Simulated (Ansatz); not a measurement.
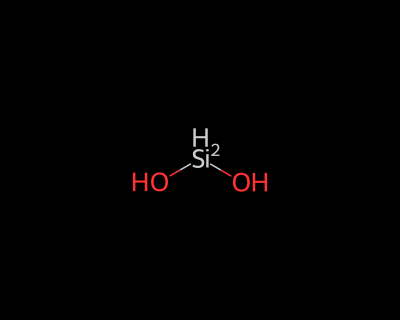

2D structure.

Question: Give its SMILES.

Answer: O[SiH2]O

Question: What is the molecular formula?

Answer: H4O2Si.

Question: An optimisation with PBE0-D4/def2-TZVP gave a structure of which point group?

Answer: C2.

More results for the same structure follow; atom numbers are the same in all pictures, views and colours differ. The computed structure is the end point of a PBE0-D4/def2-TZVP optimisation.

### Shape

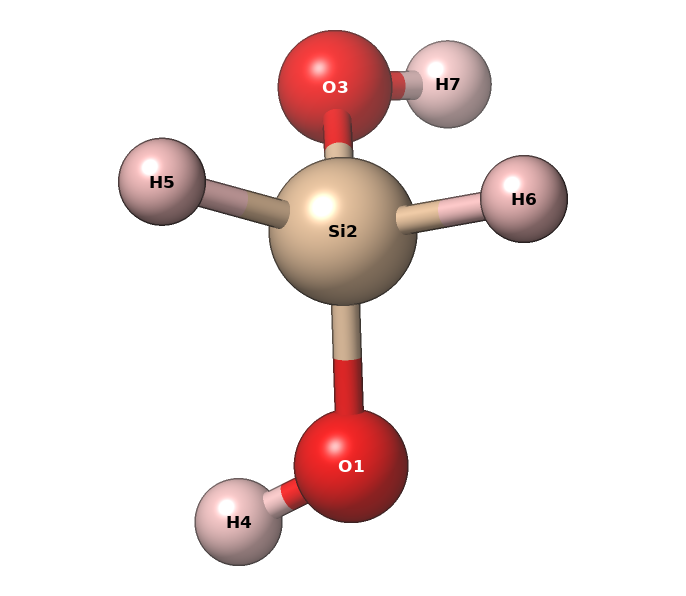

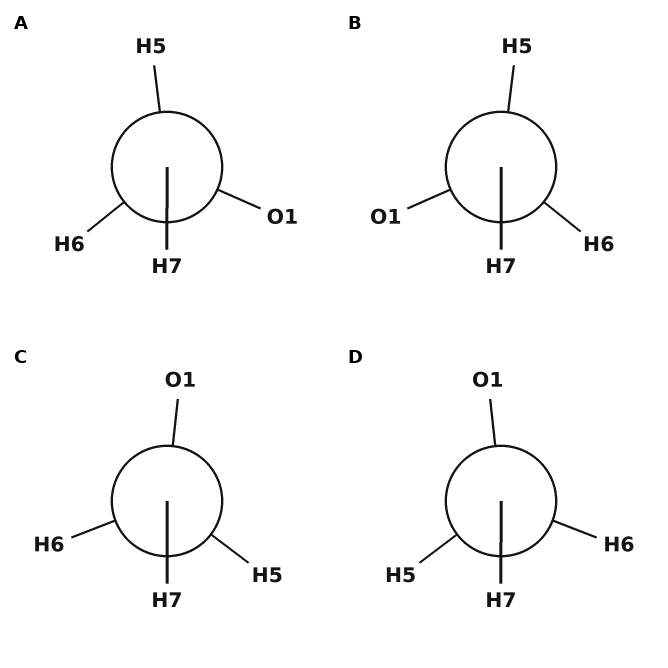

Distant atoms are faded towards the background colour. Bonds that would overlap in a projection are set slightly apart.

Question: Which Newman projection shows the view along O3–Si2, with O3 in front?

Answer: A. The torsion angle H7–O3–Si2–O1 is −66°, synclinal (gauche).

### Electronic properties

Level of theory: RKS CAM-B3LYP-D4/def2-TZVPP (Ansatz 0.2.0).

Question: What is the HOMO–LUMO gap?

Answer: 11.66 eV.

Question: What is the dispersion correction?

Answer: −7.5 kJ/mol.

Question: Give the HOMO energy (Kohn–Sham orbital) at this level.

Answer: −10.35 eV.

### Dipole moment

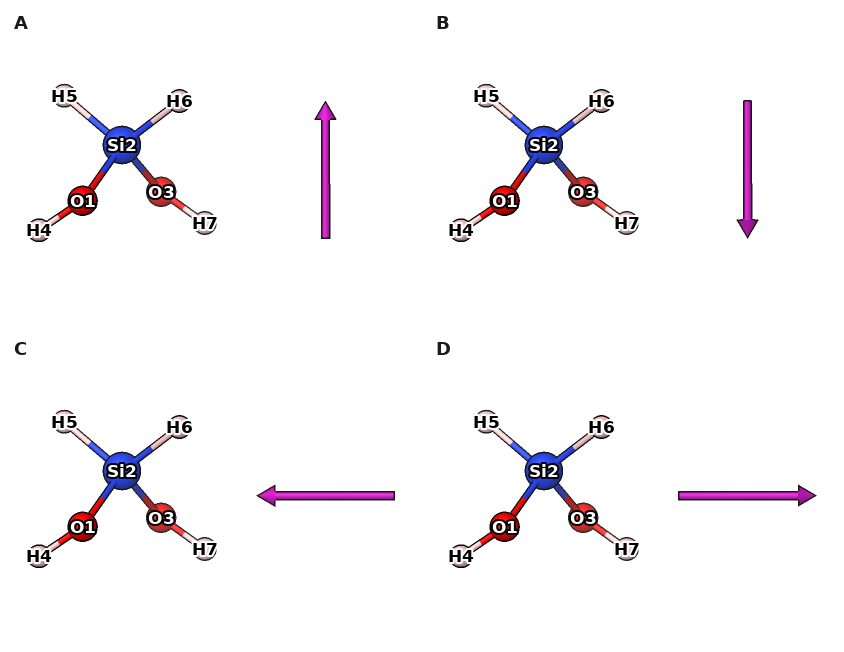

The same molecule four times, each with an arrow. Method: RKS ωB97M-V/def2-TZVPP (Ansatz 0.2.0).

Question: Which arrow points along the dipole moment, from the negative to the positive end?

Answer: B. The dipole moment is 1.06 D; it points from the side of H5, H6 to the side of H4, H7 (the outermost atoms at the two ends).

### Vibrations

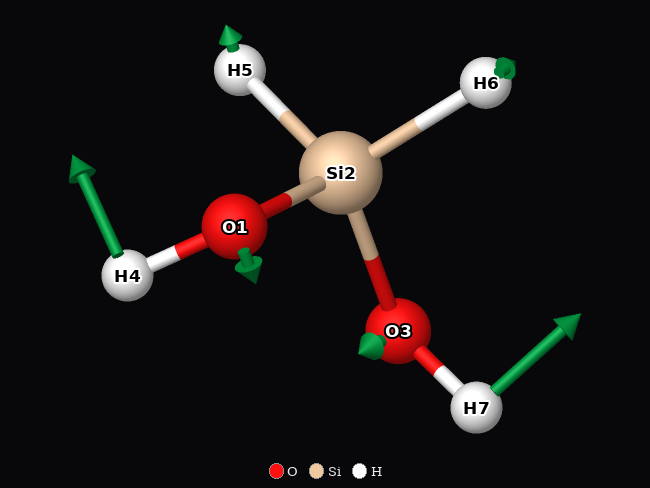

The arrows show one normal mode. Harmonic vibrations computed with RKS PBE0-D4/def2-TZVP (Ansatz 0.2.0) at a stationary point of the same level.

Question: Estimate its harmonic wavenumber.

Answer: 367 cm⁻¹; it is mode 3 of 15 counted from the lowest.
